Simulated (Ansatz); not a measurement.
# Cl3Ga···H2: what the fields show

Input file:

```
crystal:
  periodic: [false, false, false]
  atoms:
    - { symbol: Ga, position_ang: [0.23368, 0.478026, -0.690197] }
    - { symbol: Cl, position_ang: [1.66464, -1.178951, -0.458052] }
    - { symbol: Cl, position_ang: [-1.43225, 0.228721, -1.970857] }
    - { symbol: Cl, position_ang: [0.677277, 2.341089, 0.209432] }
    - { symbol: H, position_ang: [-0.285365, -1.085771, 1.315156] }
    - { symbol: H, position_ang: [-0.857982, -0.783015, 1.594518] }
basis:
  gaussian: { orbitals: def2-SVP }
hamiltonian:
  xc: cam_b3lyp
  dispersion: d4
relax:
  f_tol: 0.03
  max_steps: 50
output:
  orbitals: {}
```

Launched as:

```sh
ansatz run input.yaml --threads 2 --pin off --max-ram 3072MiB --backend cpu --events-out ev --progress --plain --runs-dir out
```

The fields are those of the relaxed geometry.

The calculation used Ansatz 0.2.0, RKS CAM-B3LYP-D4/def2-SVP.

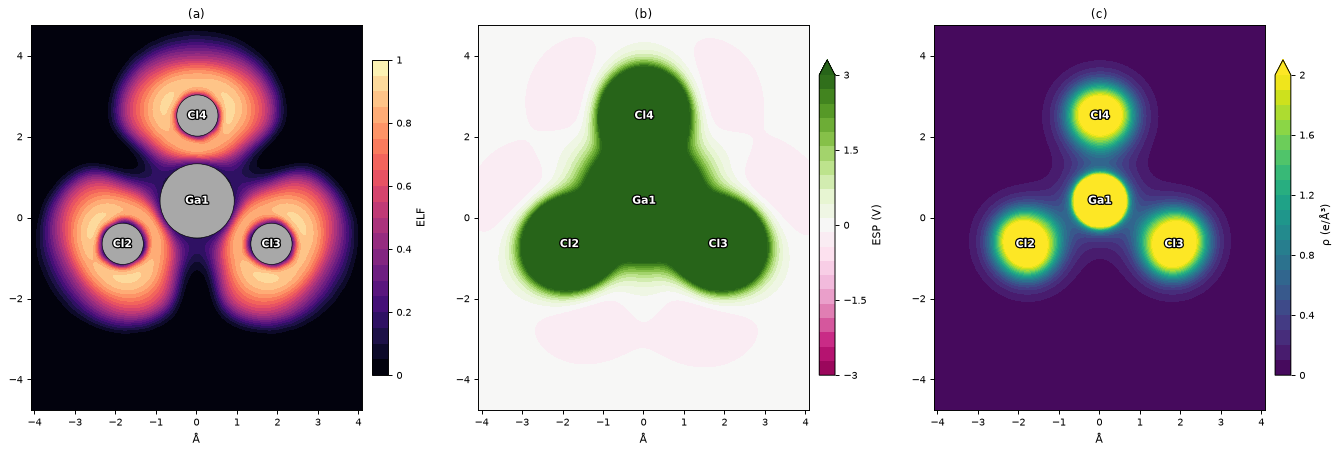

Figure 1. (a) ELF; (b) electrostatic potential; (c) total electron density on the plane of atoms Cl2, Ga1 and Cl3. Grey discs cover the atomic cores in the ELF map.

What does the map show?

Atoms in the plane: Ga and Cl.
Ga–Cl (2.12 Å): ρ is about 0.72 e/Å³ halfway; the ELF peaks at about 0.85 in the valence shell of Cl, 0.8 Å from its nucleus, and is about 0.55 at the midpoint.
The ELF also peaks beside Cl2, Cl3 and Cl4, away from the bonds: lone-pair regions.
Outside the dense part of the complex the potential is most negative (−0.4 V) near Cl3 and Cl4.

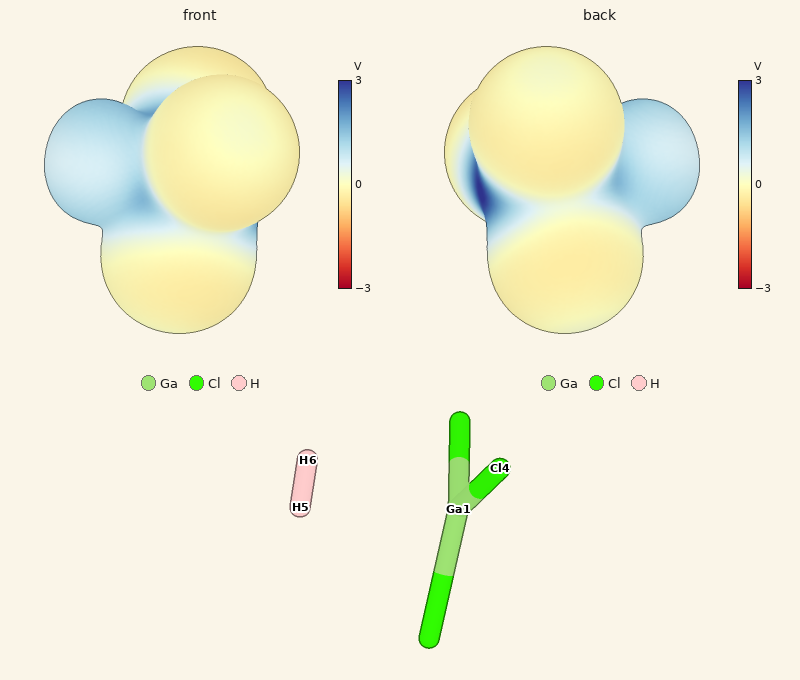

Figure 2. The molecular electrostatic potential painted on the density surface at 0.002 e/bohr³, seen from the front and from behind; red is negative and blue positive. The bare structure is drawn below in the same view.

Which sites attract a positive test charge, and which a negative one?

A positive charge is drawn to the negative regions and a negative charge to the positive ones. The most negative region (about −0.4 V) lies over Cl2, Cl3 and Cl4, the most positive (about +2.8 V) over Ga1.

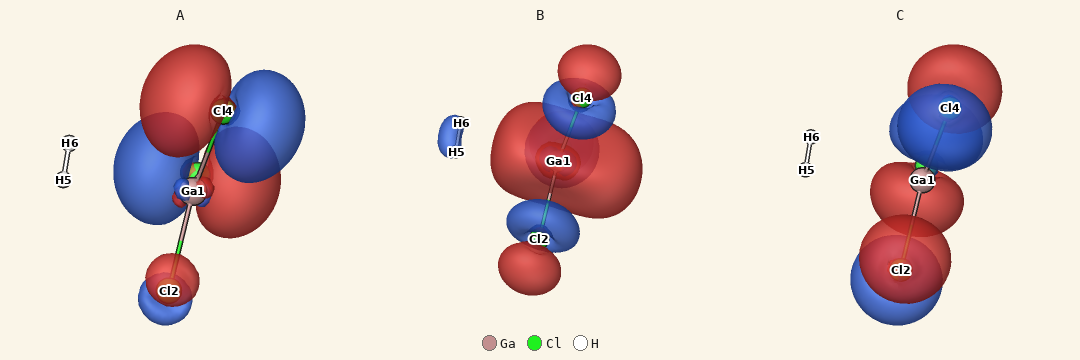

Figure 3. Three frontier orbitals at ±0.1 Å⁻³ᐟ² (blue and red are the two phases), in no order.

Order the three orbitals by energy and name them.

A is the HOMO−1 (−10.80 eV). Its weight (Hirshfeld) is mainly on Cl4 (about 45 %), Cl3 (about 45 %) and Ga1 (about 5 %); largely a combination of lone pairs on Cl4 and Cl3. C is the HOMO (−10.49 eV). Its weight (Hirshfeld) is mainly on Cl4 (about 35 %), Cl3 (about 35 %) and Cl2 (about 30 %); largely a combination of lone pairs on Cl4, Cl3 and Cl2. B is the LUMO (−0.46 eV). Its weight (Hirshfeld) is mainly on Ga1 (about 45 %), Cl3 (about 20 %), Cl4 (about 20 %) and Cl2 (about 20 %).

What is the HOMO–LUMO gap?

10.03 eV between the orbital energies.
